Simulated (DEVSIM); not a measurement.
System: Mo/HfO2/SiO2/p-Si capacitor, at 300 K.

| layer (left to right) | material | thickness (nm) | Na (cm⁻³) |
|---|---|---|---|
| 1 | HfO2 | 8.20 | - |
| 2 | SiO2 | 1.20 | - |
| 3 | Si | 3800 | 2.3e16 |

Metal gate on the left, work function 4.6 eV. Fixed charge at the semiconductor interface 0 cm⁻² (in units of +e); interface traps 1e12 cm⁻² eV⁻¹, uniform in energy, neutral level at 0.5 of the gap above the valence band.

The device is made up for the run: typed textbook-type constants, with dimensions and the other settings drawn at random. Values at 300 K.

| parameter | HfO2 | SiO2 | Si |
|---|---|---|---|
| gap (eV) | 5.7 | 9 | 1.124 |
| affinity (eV) | 2.5 | 0.9 | 4.05 |
| permittivity | 22 | 3.9 | 11.7 |
| Nc (cm⁻³) | - | - | 2.86e19 |
| Nv (cm⁻³) | - | - | 3.1e19 |

Simulated with DEVSIM: 1D Poisson equation in equilibrium, Boltzmann statistics, complete ionisation; no quantum confinement or tunnelling. Metal contacts follow the ideal Schottky-Mott rule: no Fermi-level pinning, no interface dipoles.

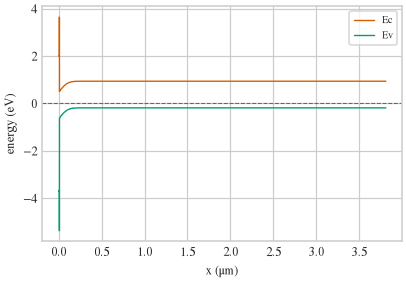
*Band edges at 0.1 V on the gate*

Energies count from the Fermi level of the right contact; mesh points crowd at the junctions.

```csv
x (μm),Ec (eV),Ev (eV),n (cm⁻³),p (cm⁻³),field (V/cm)
0.000,2.000,-3.700,< 1e2,< 1e2,34000
0.001356,2.005,-3.695,< 1e2,< 1e2,34000
0.003965,2.013,-3.687,< 1e2,< 1e2,34000
0.006621,2.022,-3.678,< 1e2,< 1e2,34000
0.008420,3.632,-5.368,< 1e2,< 1e2,190000
0.009035,3.644,-5.356,< 1e2,< 1e2,190000
0.01017,0.505,-0.619,9.4e10,1.2e9,54000
0.01435,0.527,-0.597,4.0e10,2.9e9,52000
0.02248,0.568,-0.556,8.1e9,1.4e10,49000
0.04146,0.656,-0.468,2.7e8,4.2e11,43000
0.08841,0.817,-0.307,540000,2.2e14,26000
0.2619,0.937,-0.187,5100,2.3e16,150
0.6000,0.938,-0.186,5100,2.3e16,≈ 0
1.389,0.938,-0.186,5100,2.3e16,≈ 0
2.967,0.938,-0.186,5100,2.3e16,≈ 0
3.461,0.938,-0.186,5100,2.3e16,≈ 0
3.661,0.938,-0.186,5100,2.3e16,≈ 0
3.748,0.938,-0.186,5100,2.3e16,≈ 0
3.790,0.938,-0.186,5100,2.3e16,≈ 0
3.802,0.938,-0.186,5100,2.3e16,≈ 0
3.807,0.938,-0.186,5100,2.3e16,≈ 0
3.809,0.938,-0.186,5100,2.3e16,≈ 0
```
